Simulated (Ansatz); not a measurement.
Consider BLiNS (charge +1).

```xyz
4

B     0.0000    0.0000   -0.7081
Li    0.0000    0.0000    2.4954
N     0.0000    0.0000    0.5991
S     0.0000    0.0000   -2.3864
```

Geometry: B3LYP-D3(BJ)/6-311G**.

Computed with Ansatz, isolated molecule in a Gaussian basis; Kohn-Sham density functional theory, functional PBE0.

**Predict the electron density and electron localisation function between the atoms.**

B–N (1.31 Å): the density is about 2.4 e/Å³ at the midpoint; the ELF peaks at about 0.90 between the atoms; a polar covalent bond.
B–S (1.68 Å): ρ is about 1.5 e/Å³ halfway; the ELF peaks at about 0.90 between the atoms; a covalent bond.
Li–N (1.90 Å): the density is about 0.49 e/Å³ at the midpoint; the ELF peaks at about 0.95 in the valence shell of N, 0.7 Å from its nucleus, and falls to about 0.10 next to Li: an ionic contact with no shared pair.

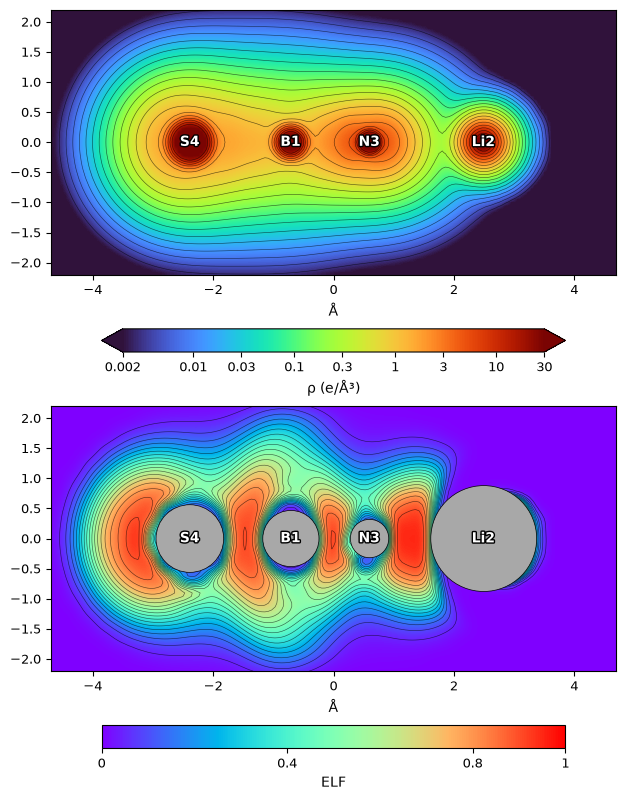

Computed electron density and electron localisation function on a plane that holds the molecular axis, in this order. Grey discs cover the atomic cores in the ELF map. 
